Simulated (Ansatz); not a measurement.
**Geometry relaxation, with input and output: BSiH$_{5}$S**

BSiH$_{5}$S, computed with RKS PBE0-D4/def2-TZVP (Ansatz 0.2.0).

The geometry: PBE-D4/def2-SVP start. Figures and captions count atoms from 1; the log counts them from 0 in places.

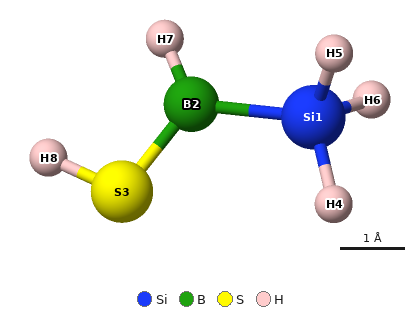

Figure 1. The starting structure (ball-and-stick view, seen at a tilt; atoms are numbered from 1 in the order of the input).

### The input
```yaml
crystal:
  periodic: [false, false, false]
  atoms:
    - {symbol: Si, position_ang: [-0.628666, 0.866177, -0.680963]}
    - {symbol: B, position_ang: [0.521859, -0.271532, 0.527522]}
    - {symbol: S, position_ang: [0.376103, -2.039022, 0.417067]}
    - {symbol: H, position_ang: [-1.553166, 0.059430, -1.556077]}
    - {symbol: H, position_ang: [0.245346, 1.710515, -1.576620]}
    - {symbol: H, position_ang: [-1.467799, 1.815519, 0.139173]}
    - {symbol: H, position_ang: [1.304628, 0.219276, 1.315877]}
    - {symbol: H, position_ang: [1.293896, -2.417463, 1.358220]}
basis:
  gaussian: {orbitals: def2-TZVP}
hamiltonian: {xc: pbe0, dispersion: d4}
relax: {f_tol: 0.005, max_steps: 150}
```

Machine: 2 threads of Arm Neoverse V1, 23 GiB of memory available, shared host.

Launched with:
```bash
ansatz run in.yaml --threads 2 --pin off --events-out ev --progress --plain --max-ram 4352MiB
```

### What the program printed
```
Functional definition: PBE0
  name "PBE0"
  cite "Adamo & Barone, J. Chem. Phys. 110, 6158 (1999) doi:10.1063/1.478522"
  cite "Perdew, Burke & Ernzerhof, Phys. Rev. Lett. 77, 3865 (1996) doi:10.1103/PhysRevLett.77.3865"
  parent pbe
  parameter a = 0.25
  parameter kappa = 0.804
  parameter beta = 0.06672455060314922
  exchange = (1 - a)*pbe_x(kappa = kappa, mu = beta*pi^2/3) + a*exact_x
  correlation = pbe_c(beta = beta)
928 factors; their error is unknown
mean field evaluation 1: about -19461.7723 eV, gradient 2.2e1 eV
mean field evaluation 2: about -19461.3632 eV, gradient 2.5e1 eV
mean field evaluation 4: about -19463.3937 eV, gradient 1.0e0 eV
mean field evaluation 8: about -19463.4504 eV, gradient 1.6e-1 eV
mean field -19463.45039848 eV, -715.2686093438 hartree, gradient 6.6e-5 eV, S^2 0.000000; 0 other end points of the search recorded, 0 dependent functions left out
the calculation of the forces begins
reference -19463.45043065 eV, -715.2686105260 hartree; 20, 20 occupied and 115, 115 virtual orbitals, 928 factors
relax step   1: F+E_penalty+E_count = -19463.57831209 eV  Δ(F+E_penalty+E_count) = +0.000e0 eV  max|allowed force component| = 3.825e-1 eV/Å  Δτ_max = 0.0000 Å  (24 SCF iters, accepted)
these checks for a lower state are left out or cut short: starts, cluster_reference, orbital_swaps, neighbouring_geometries, increment
928 factors; their error is unknown
mean field evaluation 16: about -19463.4143 eV, gradient 1.1e0 eV
mean field -19463.47160932 eV, -715.2693888275 hartree, gradient 1.6e-5 eV, S^2 0.000000; 0 other end points of the search recorded, 0 dependent functions left out
the calculation of the forces begins
reference -19463.47164140 eV, -715.2693900065 hartree; 20, 20 occupied and 115, 115 virtual orbitals, 928 factors
relax step   2: F+E_penalty+E_count = -19463.59994159 eV  Δ(F+E_penalty+E_count) = -2.163e-2 eV  max|allowed force component| = 1.576e-1 eV/Å  Δτ_max = 0.0233 Å  (28 SCF iters, accepted)
these checks for a lower state are left out or cut short: starts, cluster_reference, orbital_swaps, neighbouring_geometries, increment
928 factors; their error is unknown
mean field -19463.47383168 eV, -715.2694704978 hartree, gradient 1.6e-5 eV, S^2 0.000000; 0 other end points of the search recorded, 0 dependent functions left out
the calculation of the forces begins
reference -19463.47386373 eV, -715.2694716757 hartree; 20, 20 occupied and 115, 115 virtual orbitals, 928 factors
relax step   3: F+E_penalty+E_count = -19463.60225401 eV  Δ(F+E_penalty+E_count) = -2.312e-3 eV  max|allowed force component| = 3.653e-2 eV/Å  Δτ_max = 0.0074 Å  (29 SCF iters, accepted)
these checks for a lower state are left out or cut short: starts, cluster_reference, orbital_swaps, neighbouring_geometries, increment
928 factors; their error is unknown
mean field evaluation 32: about -19463.4738 eV, gradient 8.4e-5 eV
mean field -19463.47383781 eV, -715.2694707233 hartree, gradient 1.2e-5 eV, S^2 0.000000; 0 other end points of the search recorded, 0 dependent functions left out
the calculation of the forces begins
reference -19463.47386986 eV, -715.2694719010 hartree; 20, 20 occupied and 115, 115 virtual orbitals, 928 factors
relax step   4: F+E_penalty+E_count = -19463.60230327 eV  Δ(F+E_penalty+E_count) = -4.926e-5 eV  max|allowed force component| = 8.262e-3 eV/Å  Δτ_max = 0.0036 Å  (23 SCF iters, accepted)
these checks for a lower state are left out or cut short: starts, cluster_reference, orbital_swaps, neighbouring_geometries, increment
928 factors; their error is unknown
mean field -19463.47387850 eV, -715.2694722183 hartree, gradient 1.6e-5 eV, S^2 0.000000; 0 other end points of the search recorded, 0 dependent functions left out
the calculation of the forces begins
reference -19463.47391055 eV, -715.2694733962 hartree; 20, 20 occupied and 115, 115 virtual orbitals, 928 factors
relax step   5: F+E_penalty+E_count = -19463.60233921 eV  Δ(F+E_penalty+E_count) = -3.594e-5 eV  max|allowed force component| = 2.496e-3 eV/Å  Δτ_max = 0.0080 Å  (28 SCF iters, accepted)
these checks for a lower state are left out or cut short: starts, cluster_reference, orbital_swaps, neighbouring_geometries, increment
928 factors; their error is unknown
mean field -19463.47388992 eV, -715.2694726382 hartree, gradient 1.6e-5 eV, S^2 0.000000; 0 other end points of the search recorded, 0 dependent functions left out
the calculation of the forces begins
reference -19463.47392197 eV, -715.2694738161 hartree; 20, 20 occupied and 115, 115 virtual orbitals, 928 factors
relax step   6: F+E_penalty+E_count = -19463.60234871 eV  Δ(F+E_penalty+E_count) = -9.502e-6 eV  max|allowed force component| = 4.820e-3 eV/Å  Δτ_max = 0.0069 Å  (29 SCF iters, accepted)
these checks for a lower state are left out or cut short: starts, cluster_reference, orbital_swaps, neighbouring_geometries, increment
928 factors; their error is unknown
mean field -19463.47388624 eV, -715.2694725028 hartree, gradient 2.5e-5 eV, S^2 0.000000; 0 other end points of the search recorded, 0 dependent functions left out
the calculation of the forces begins
reference -19463.47391829 eV, -715.2694736807 hartree; 20, 20 occupied and 115, 115 virtual orbitals, 928 factors
relax step   7: F+E_penalty+E_count = -19463.60234961 eV  Δ(F+E_penalty+E_count) = -9.020e-7 eV  max|allowed force component| = 5.393e-3 eV/Å  Δτ_max = 0.0058 Å  (22 SCF iters, accepted)
these checks for a lower state are left out or cut short: starts, cluster_reference, orbital_swaps, neighbouring_geometries, increment
928 factors; their error is unknown
mean field -19463.47389301 eV, -715.2694727516 hartree, gradient 1.3e-5 eV, S^2 0.000000; 0 other end points of the search recorded, 0 dependent functions left out
the calculation of the forces begins
reference -19463.47392506 eV, -715.2694739296 hartree; 20, 20 occupied and 115, 115 virtual orbitals, 928 factors
relax step   8: F+E_penalty+E_count = -19463.60235396 eV  Δ(F+E_penalty+E_count) = -4.346e-6 eV  max|allowed force component| = 2.278e-3 eV/Å  Δτ_max = 0.0016 Å  (21 SCF iters, accepted)
928 factors; their error is unknown
mean field evaluation 64: about -19461.6672 eV, gradient 2.3e1 eV
```

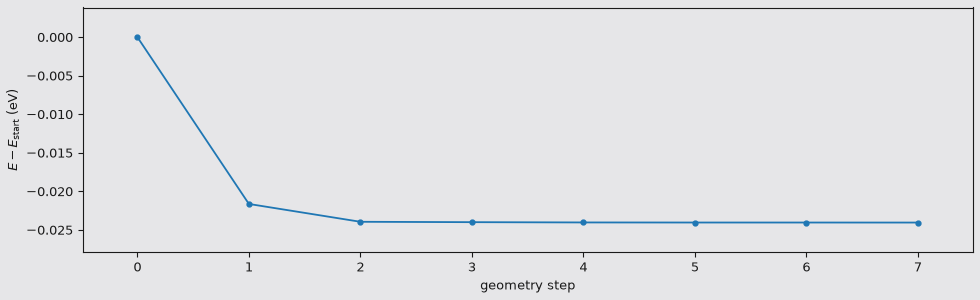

Figure 2. Progress of the relaxation, step by step (the first geometry is step 0 here and step 1 in the log).

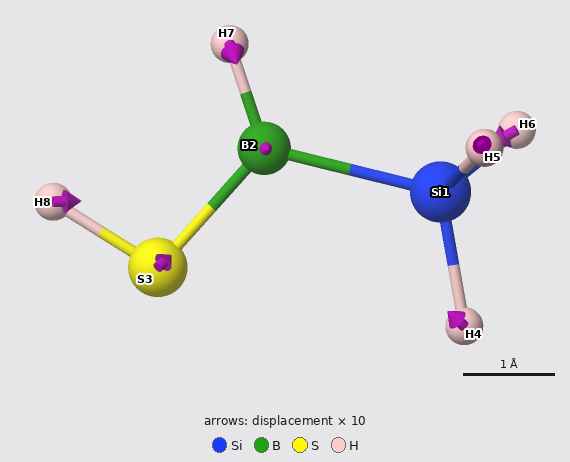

Figure 3. The starting structure with the displacements as pink arrows, magnified 10 times (ball-and-stick view, seen on its broad side). The two geometries are laid on each other by the best rigid fit. After 7 geometry steps the energy has fallen by 0.024 eV. Largest force component: 0.38 eV/Å at the start, 0.0023 eV/Å at the end. The atom that moves furthest after the best rigid fit is H6 (0.036 Å). By element the largest moves are H 0.036 Å, S 0.025 Å, B 0.011 Å, Si 0.004 Å. Among the contacts that change: B2–H7 1.215 → 1.193 Å, S3–H8 1.368 → 1.347 Å, Si1–H4 1.507 → 1.489 Å, B2–S3 1.777 → 1.763 Å. (Atoms are counted from 1 in the order of the input.)

```
mean field -19463.47389301 eV, -715.2694727516 hartree, gradient 1.3e-5 eV, S^2 0.000000; 1 other end points of the search recorded, 0 dependent functions left out
the calculation of the forces begins
reference -19463.47392506 eV, -715.2694739296 hartree; 20, 20 occupied and 115, 115 virtual orbitals, 928 factors
Total energy: -19463.60238601 eV, -715.2741947823 hartree
Atom 0 at    -0.624635     0.864869    -0.680343 Å, force     0.000161    -0.000102     0.000558 eV/Å
Atom 1 at     0.524660    -0.267269     0.518092 Å, force    -0.000185     0.002278    -0.001329 eV/Å
Atom 2 at     0.364528    -2.020361     0.429542 Å, force    -0.000132    -0.001713     0.000493 eV/Å
Atom 3 at    -1.525842     0.058541    -1.548517 Å, force    -0.000016    -0.000040    -0.000030 eV/Å
Atom 4 at     0.238992     1.708620    -1.554077 Å, force     0.000164    -0.000143     0.000151 eV/Å
Atom 5 at    -1.462127     1.780393     0.145240 Å, force    -0.000087    -0.000080    -0.000069 eV/Å
Atom 6 at     1.305985     0.212926     1.281190 Å, force     0.000051    -0.001138     0.000446 eV/Å
Atom 7 at     1.270640    -2.394819     1.353072 Å, force     0.000044     0.000938    -0.000220 eV/Å
Dipole moment:     0.178126    -0.139461     0.184253 e Å
```

### Trajectory as extended XYZ (Å, eV, eV/Å), 8 frames, from step=1 to step=8
```
8
Properties=species:S:1:pos:R:3:forces:R:3 step=1 energy=-19463.57831
Si   -0.6287    0.8662   -0.6810   -0.1327   0.1788  -0.1458
B     0.5219   -0.2715    0.5275    0.1965  -0.0414   0.1994
S     0.3761   -2.0390    0.4171    0.3794   0.1945   0.3825
H    -1.5532    0.0594   -1.5561    0.2043   0.1516   0.1943
H     0.2453    1.7105   -1.5766   -0.1679  -0.1981   0.1983
H    -1.4678    1.8155    0.1392    0.1838  -0.2218  -0.1542
H     1.3046    0.2193    1.3159   -0.3128  -0.2116  -0.3169
H     1.2939   -2.4175    1.3582   -0.3506   0.1478  -0.3576
8
Properties=species:S:1:pos:R:3:forces:R:3 step=2 energy=-19463.59994
Si   -0.6276    0.8667   -0.6803   -0.0180   0.0269  -0.0230
B     0.5195   -0.2659    0.5229    0.0464  -0.0843   0.0533
S     0.3740   -2.0265    0.4160    0.1562   0.1115   0.1576
H    -1.5386    0.0576   -1.5430    0.0464   0.0440   0.0427
H     0.2470    1.6963   -1.5644   -0.0529  -0.0384   0.0461
H    -1.4580    1.7980    0.1427    0.0434  -0.0469  -0.0486
H     1.2934    0.2161    1.3013   -0.0853  -0.0618  -0.0889
H     1.2827   -2.3993    1.3490   -0.1362   0.0489  -0.1394
8
Properties=species:S:1:pos:R:3:forces:R:3 step=3 energy=-19463.60225
Si   -0.6258    0.8650   -0.6789   -0.0036   0.0035  -0.0020
B     0.5193   -0.2672    0.5232   -0.0010  -0.0365  -0.0080
S     0.3754   -2.0223    0.4202   -0.0080   0.0307  -0.0066
H    -1.5340    0.0602   -1.5406   -0.0027  -0.0069  -0.0032
H     0.2416    1.6963   -1.5605    0.0092   0.0006  -0.0024
H    -1.4550    1.7943    0.1385   -0.0048   0.0010   0.0092
H     1.2914    0.2112    1.2960    0.0058   0.0084   0.0060
H     1.2793   -2.3947    1.3462    0.0051  -0.0008   0.0069
8
Properties=species:S:1:pos:R:3:forces:R:3 step=4 energy=-19463.60230
Si   -0.6260    0.8651   -0.6791    0.0047   0.0003  -0.0016
B     0.5210   -0.2669    0.5213   -0.0083  -0.0076   0.0060
S     0.3736   -2.0208    0.4202    0.0000   0.0054  -0.0023
H    -1.5332    0.0587   -1.5410   -0.0001   0.0002  -0.0011
H     0.2432    1.6962   -1.5595   -0.0022   0.0028  -0.0012
H    -1.4561    1.7919    0.1410    0.0000  -0.0008   0.0003
H     1.2926    0.2121    1.2947    0.0041   0.0031  -0.0029
H     1.2772   -2.3935    1.3466    0.0018  -0.0033   0.0027
8
Properties=species:S:1:pos:R:3:forces:R:3 step=5 energy=-19463.60234
Si   -0.6254    0.8651   -0.6797    0.0023  -0.0025   0.0021
B     0.5222   -0.2670    0.5206   -0.0011   0.0012  -0.0014
S     0.3700   -2.0204    0.4240    0.0000  -0.0015   0.0010
H    -1.5301    0.0586   -1.5440   -0.0001  -0.0001  -0.0006
H     0.2411    1.7015   -1.5576    0.0004   0.0012  -0.0005
H    -1.4586    1.7873    0.1425   -0.0009   0.0002   0.0007
H     1.2983    0.2128    1.2893    0.0004   0.0004  -0.0007
H     1.2746   -2.3949    1.3491   -0.0009   0.0011  -0.0006
8
Properties=species:S:1:pos:R:3:forces:R:3 step=6 energy=-19463.60235
Si   -0.6247    0.8649   -0.6802   -0.0001  -0.0015   0.0023
B     0.5239   -0.2672    0.5192   -0.0011   0.0048  -0.0014
S     0.3661   -2.0203    0.4280    0.0017  -0.0039   0.0000
H    -1.5273    0.0586   -1.5469    0.0003  -0.0005  -0.0004
H     0.2395    1.7063   -1.5556    0.0013  -0.0003   0.0000
H    -1.4608    1.7829    0.1440   -0.0006   0.0003   0.0009
H     1.3032    0.2131    1.2844    0.0006  -0.0016  -0.0010
H     1.2724   -2.3954    1.3512   -0.0023   0.0026  -0.0003
8
Properties=species:S:1:pos:R:3:forces:R:3 step=7 energy=-19463.60235
Si   -0.6246    0.8648   -0.6803    0.0002   0.0000   0.0008
B     0.5249   -0.2673    0.5180    0.0020   0.0054  -0.0037
S     0.3645   -2.0202    0.4295   -0.0016  -0.0042   0.0031
H    -1.5255    0.0584   -1.5489    0.0003   0.0002   0.0002
H     0.2388    1.7093   -1.5537   -0.0002  -0.0003   0.0003
H    -1.4626    1.7797    0.1456    0.0003  -0.0004  -0.0004
H     1.3071    0.2132    1.2801   -0.0020  -0.0021   0.0017
H     1.2696   -2.3950    1.3539    0.0009   0.0014  -0.0021
8
Properties=species:S:1:pos:R:3:forces:R:3 step=8 energy=-19463.60235
Si   -0.6246    0.8649   -0.6803    0.0002  -0.0001   0.0006
B     0.5247   -0.2673    0.5181   -0.0002   0.0023  -0.0013
S     0.3645   -2.0204    0.4295   -0.0001  -0.0017   0.0005
H    -1.5258    0.0585   -1.5485    0.0000   0.0000   0.0000
H     0.2390    1.7086   -1.5541    0.0002  -0.0001   0.0002
H    -1.4621    1.7804    0.1452   -0.0001  -0.0001  -0.0001
H     1.3060    0.2129    1.2812    0.0001  -0.0011   0.0004
H     1.2706   -2.3948    1.3531    0.0000   0.0009  -0.0002
```

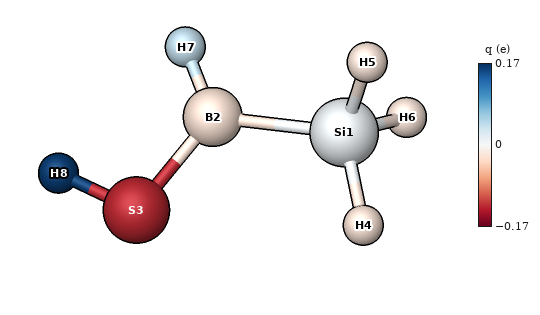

Figure 4. Mulliken charges, as the colour of each atom (ball-and-stick view, seen at a tilt; atoms are numbered from 1 in the order of the input; Mulliken charges depend strongly on the basis). By element: Si +0.01, B −0.02, S −0.13 and H −0.02 to +0.16 e.

### Results in brief

```json
{"quantity": "outcome", "value": "converged"}
{"quantity": "total energy", "value": "−19463.6024 eV"}
{"quantity": "mean-field energy", "value": "−19463.4739 eV"}
{"quantity": "dispersion energy", "value": "−0.1285 eV"}
{"quantity": "SCF solution under orbital rotations", "value": "stable"}
{"quantity": "largest force (length of the vector) at the end", "value": "0.003 eV/Å"}
{"quantity": "dipole moment", "value": "1.40 D"}
{"quantity": "wall time", "value": "22 s (CPU time 41 s)"}
{"quantity": "peak memory", "value": "0.24 GiB"}
```
